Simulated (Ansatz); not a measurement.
# NH2 (SMILES [NH2]) at U-wB97M-V/6-31G(d) (spherical functions)

Aim: the electronic atomisation energy of NH2 at U-wB97M-V/6-31G* (spherical functions), from 3 runs. 

Program for the calculation: Ansatz 0.2.0.

48 further runs of the same task are left out: 48 set aside as unsound or not needed.

## Step 1: Starting point

The species is NH2 (3 atoms), meant as a doublet with charge 0. SMILES: `[NH2]`. The coordinates come from a GFN2-xTB relaxation.

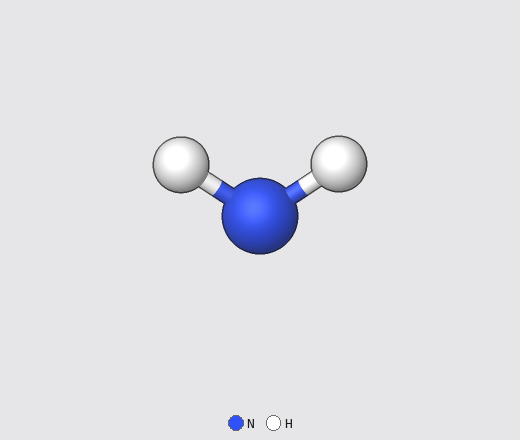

The structure, seen from a chosen angle (nitrogen blue, hydrogen white).

## Step 2: A single-point energy at U-wB97M-V/6-31G(d) (spherical functions)

in.yaml

```yaml
crystal:
  periodic: [false, false, false]
  atoms:
    - {symbol: N, position_ang: [0.307180, -0.182210, 0.151440]}
    - {symbol: H, position_ang: [0.155580, 0.820260, 0.174790]}
    - {symbol: H, position_ang: [-0.462760, -0.638040, -0.326220]}
basis:
  gaussian: {orbitals: 6-31G_st_-spherical.json}
magnetization: {spin_polarized: true, initial_magnetization: 1}
hamiltonian: {xc: {name: wB97M-V}}
accuracy: high
```

The basis set 6-31G* is read from a file made from the Basis Set Exchange's data (not shown).

Started as:

```sh
$ ansatz run in.yaml --threads 1 --pin off --max-ram 2610MiB --events-out events.jsonl --progress --plain --runs-dir runs
```

The log of the run:

```text
Warning: RAYON_NUM_THREADS=1 ignored (pool sized by the plan → 1); use --threads N
Functional definition: wB97M-V
  name "wB97M-V"
  parameter omega = 0.3/bohr
  parameter cx = 0.15
  parameter cx01 = 1.007
  parameter cx10 = 0.259
  parameter css00 = 0.443
  parameter css04 = -1.437
  parameter css10 = -4.535
  parameter css20 = -3.390
  parameter css43 = 4.278
  parameter cos00 = 1.000
  parameter cos10 = 1.358
  parameter cos20 = 2.924
  parameter cos21 = -8.812
  parameter cos60 = -1.390
  parameter cos61 = 9.142
  parameter b = 6.0
  parameter c = 0.01
  gx(w, u) = 1 - cx + cx01*u + cx10*w
  gss(w, u) = css00 + css04*u^4 + css10*w + css20*w^2 + css43*w^4*u^3
  gos(w, u) = cos00 + cos10*w + (cos20 + cos21*u)*w^2 + (cos60 + cos61*u)*w^6
  exchange = spin_sum(e_x_unif_sr(omega)*gx(b97_w, b97_u_x)) + cx*exact_x_sr(omega) + exact_x_lr(omega)
  correlation = spin_sum(e_c_pw_mod_same_spin*gss(b97_w, b97_u_same))
      + integral(e_c_pw_mod_opposite_spin*gos(b97_w_opposite, b97_u_opposite)) + vv10(b, c)
330 factors; integrals over basis functions are off by at most 4.2e-9 eV
118 factors; integrals over basis functions are off by at most 1.4e-9 eV
mean field evaluation 1: about -1518.2938 eV, gradient 1.6e1 eV
mean field evaluation 2: about -1518.9079 eV, gradient 1.1e1 eV
mean field evaluation 4: about -1519.4053 eV, gradient 1.4e-1 eV
mean field evaluation 8: about -1519.4022 eV, gradient 1.3e-3 eV
mean field evaluation 16: about -1519.4022 eV, gradient 1.3e-7 eV
mean field -1519.40222658 eV, -55.8370019390 hartree, gradient 3.5e-8 eV, S^2 0.752706; 0 other end points of the search recorded, 0 dependent functions left out
reference -1519.40222828 eV, -55.8370020016 hartree; 5, 4 occupied and 13, 14 virtual orbitals, 330 factors
Total energy: -1519.40222828 eV, -55.8370020016 hartree
```

Run time: 5.7 s. Hardware: 1 thread of Arm Neoverse V1, shared host; peak memory 0.25 GiB.

## Step 3: The H atom

job.yaml

```yaml
crystal:
  periodic: [false, false, false]
  atoms:
    - {symbol: H, position_ang: [0.000000, 0.000000, 0.000000]}
basis:
  gaussian: {orbitals: "6-31G*"}
magnetization: {spin_polarized: true, initial_magnetization: 1}
hamiltonian: {xc: {name: wB97M-V}}
accuracy: high
```

Run the same way, it converges to -0.49108 Eh (log not shown).

## Step 4: The N atom

input.yaml

```yaml
crystal:
  periodic: [false, false, false]
  atoms:
    - {symbol: N, position_ang: [0.000000, 0.000000, 0.000000]}
basis:
  gaussian:
    orbitals: 6-31G_st_-spherical.json
magnetization:
  spin_polarized: true
  initial_magnetization: 3
hamiltonian:
  xc: {name: wB97M-V}
accuracy: high
```

The basis set 6-31G* is read from a file made from the Basis Set Exchange's data (not shown).

Started as:

```sh
$ ansatz run input.yaml --threads 1 --pin off --max-ram 2610MiB --events-out events.jsonl --progress --plain --runs-dir runs
```

The log of the run, cut to the lines that bear on the results:

```text
Warning: RAYON_NUM_THREADS=1 ignored (pool sized by the plan → 1); use --threads N
Functional definition: wB97M-V
  name "wB97M-V"
[...]
  gx(w, u) = 1 - cx + cx01*u + cx10*w
  gss(w, u) = css00 + css04*u^4 + css10*w + css20*w^2 + css43*w^4*u^3
  gos(w, u) = cos00 + cos10*w + (cos20 + cos21*u)*w^2 + (cos60 + cos61*u)*w^6
[...]
      + integral(e_c_pw_mod_opposite_spin*gos(b97_w_opposite, b97_u_opposite)) + vv10(b, c)
96 factors; integrals over basis functions are off by at most 1.2e-9 eV
55 factors; integrals over basis functions are off by at most 5.1e-10 eV
[...]
mean field -1484.96735073 eV, -54.5715435921 hartree, gradient 5.6e-8 eV, S^2 3.751949; 0 other end points of the search recorded, 0 dependent functions left out
reference -1484.96735186 eV, -54.5715436340 hartree; 5, 2 occupied and 9, 12 virtual orbitals, 96 factors
Total energy: -1484.96735186 eV, -54.5715436340 hartree
```

Run time: 1.9 s. Hardware: 1 thread of Arm Neoverse V1, shared host; peak memory 0.15 GiB.

## Step 5: Results

Level: U-wB97M-V/6-31G* (spherical functions).

| quantity | value |
| --- | --- |
| molecule: total energy | -55.83700 Eh |
| molecule: ⟨S²⟩ | 0.753 |
| H atom: total energy | -0.49108 Eh |
| H atom: ⟨S²⟩ | 0.750 |
| N atom: total energy | -54.57154 Eh |
| N atom: ⟨S²⟩ | 3.752 |
| electronic atomisation energy | 7.709 eV |

Taking the molecule apart into free atoms costs 7.71 eV (744 kJ/mol), before zero-point energy and without spin-orbit coupling.
